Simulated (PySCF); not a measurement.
Molecule: SMILES C[C](C)(C)[Mg][O][SiH3] (C₄H₁₂MgOSi). Atoms near the plane z = 1.2 Å, at the GFN2-xTB optimised geometry (x, y, z in Å): Mg1 (-0.5, -1.1, 0.0), C2 (-1.4, 0.8, 0.0), C4 (-2.9, 0.6, 0.0), C5 (-0.9, 1.5, 1.2), H10 (-3.3, 0.1, 0.9), H11 (-3.4, 1.6, 0.0), H12 (-1.3, 1.0, 2.1), H13 (0.2, 1.5, 1.3), H14 (-1.3, 2.5, 1.2), O15 (1.3, -1.1, 0.0), Si16 (2.9, -1.1, 0.0), H18 (3.4, -2.5, 0.1), H19 (3.4, -0.4, 1.2).

Calculation: B3LYP/def2-SVP in PySCF. Cells within 0.4 Å of a nucleus heavier than hydrogen are left out (blank, or x). The values are rescaled to run from 0 to 1.

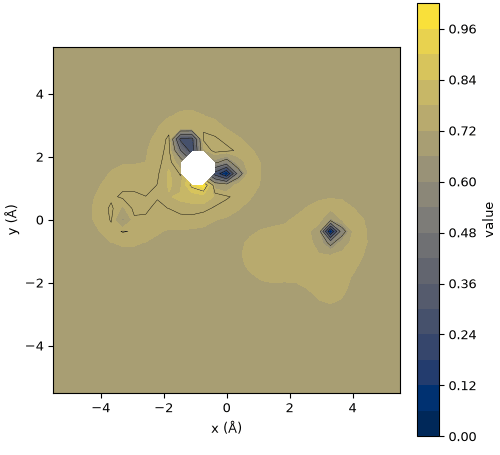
Fig. 1. a field on the plane z = 1.2 Å.

Which quantity is mapped?
A. deformation density (molecule minus spherical neutral atoms)
B. log10 of the electron density
C. Laplacian of the electron density
D. electron localisation function

C, Laplacian of the electron density. In full: Laplacian of the electron density (e/bohr⁵), clipped to [-1.50, 1.50].
